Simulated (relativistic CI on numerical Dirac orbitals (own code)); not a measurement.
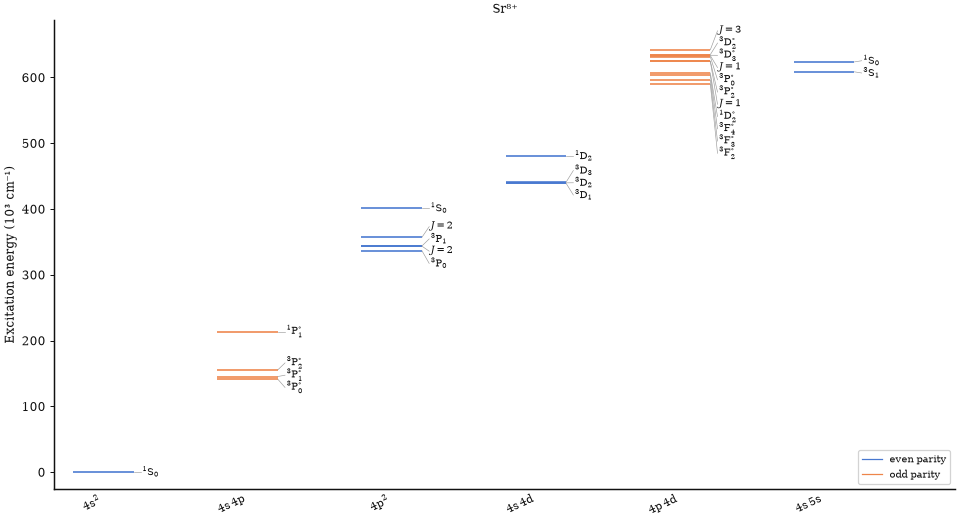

*Level diagram of Sr⁸⁺ (strontium, Z = 38).*

The lowest level is 4s² ¹S₀. The first excited level, 4s 4p ³P°₀, lies at 141,000 cm⁻¹. It is also the lowest level of opposite parity. The levels are close to LS coupling (mean leading weight 87 % in LS and 80 % in jj).

```
Configuration                Level  E (cm⁻¹)  Lifetime (s; – stable or not computed)
          4s²                  ¹S₀         0                                       –
        4s 4p                 ³P°₀   141,200                                       –
        4s 4p                 ³P°₁   145,300                                2.3×10⁻⁸
        4s 4p                 ³P°₂   155,400                                6.7×10⁻²
        4s 4p                 ¹P°₁   213,600                               5.9×10⁻¹¹
          4p²                  ³P₀   336,500                               7.5×10⁻¹¹
          4p²  [4p₁/₂ 4p₃/₂] J = 2   343,400                               1.8×10⁻¹⁰
          4p²                  ³P₁   343,800                               7.0×10⁻¹¹
          4p²     [(4p₃/₂)²] J = 2   357,000                               8.4×10⁻¹¹
          4p²                  ¹S₀   401,100                               6.6×10⁻¹¹
        4s 4d                  ³D₁   439,000                               2.9×10⁻¹¹
        4s 4d                  ³D₂   439,700                               3.0×10⁻¹¹
        4s 4d                  ³D₃   440,900                               3.1×10⁻¹¹
        4s 4d                  ¹D₂   480,500                               2.1×10⁻¹¹
        4p 4d                 ³F°₂   589,700                               3.0×10⁻¹⁰
        4p 4d                 ³F°₃   595,900                               3.7×10⁻¹⁰
        4p 4d                 ³F°₄   603,900                               4.8×10⁻¹⁰
        4p 4d                 ¹D°₂   606,800                               4.4×10⁻¹¹
```

## Relativistic CI calculation, with input and output: Sr⁸⁺

- system: Sr⁸⁺.
- method: Dirac-Coulomb-Breit CI, KLI orbitals optimised for each configuration, model QED (radiative potential, 1s self-energy scaled to tabulated hydrogen-like ionisation energies) (relativistic CI on numerical Dirac orbitals, in-house)

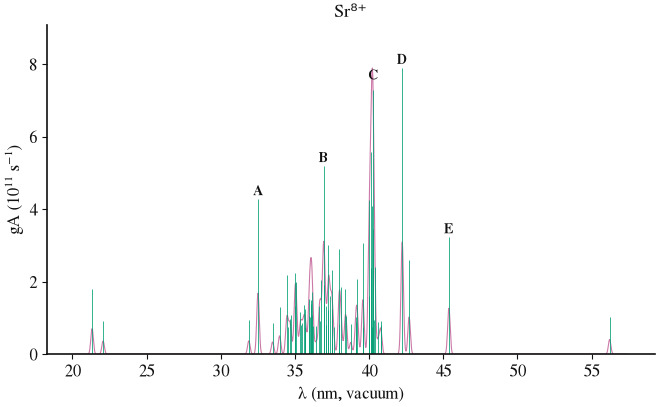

*The stronger electric dipole lines (weighted rates gA) for Sr IX (Sr⁸⁺). The envelope is a Gaussian of full width 0.2 nm, scaled to the tallest stick.*

A: 4d² ¹G₄ → 4p 4d J = 3 (odd, mixed, level 27), 32.51 nm, gA = 4.3×10¹¹ s⁻¹; B: 4d² ³F₄ → 4p 4d ³D°₃, 36.93 nm, gA = 5.2×10¹¹ s⁻¹; C: 4d 4f ³G°₅ → 4d² ³F₄, 40.26 nm, gA = 7.3×10¹¹ s⁻¹; D: 4d 4f ¹H°₅ → 4d² ¹G₄, 42.23 nm, gA = 7.9×10¹¹ s⁻¹; E: 4d² ¹G₄ → 4s 4f ¹F°₃, 45.38 nm, gA = 3.2×10¹¹ s⁻¹. The strongest, D, lies in the extreme ultraviolet region.

These pictures come from the run below.

**Input file**
```
atom Sr  Z=38  charge=8  electrons=30
nucleus A=88  rms_radius_fm=4.2240
hamiltonian dirac-coulomb  breit=on  qed=on  c_scale=1
orbitals kli  potential=per-configuration
slater_scale 1
correlation none
mixing on
configurations
  [Ar] 3d10 4s2
  [Ar] 3d10 4s 4p
  [Ar] 3d10 4p2
  [Ar] 3d10 4s 4d
  [Ar] 3d10 4d2
  [Ar] 3d10 4s 4f
  [Ar] 3d10 4p 4d
  [Ar] 3d10 4p 5s
  [Ar] 3d10 4s 5s
  [Ar] 3d10 4f2
  [Ar] 3d10 4p 4f
  [Ar] 3d10 4s 5p
  [Ar] 3d10 4s 5d
  [Ar] 3d10 4d 5s
  [Ar] 3d10 4d 4f
  [Ar] 3d10 4s 6s
end
```

The program writes its results to a structured record and prints no log; tables and figures of this report are taken from that record.

**Summary**

| quantity | value |
| --- | --- |
| outcome | converged |
| lowest level | 4s² ¹S₀ |
| first excited level | 4s 4p ³P°₀, 141,185 cm⁻¹ |
| ionisation energy | 155.994 eV |
| levels computed | 104 |
| SCF iterations | 136 |
| hardware | 1 CPU thread, shared host |
| wall time | 0.79 s |

**Remarks**

Caveats: configurations can be misplaced by up to about 7 % of their energy; only a limited list of configurations is included, so lower levels can be missing; only lines among the lowest 91 of 104 levels are drawn.
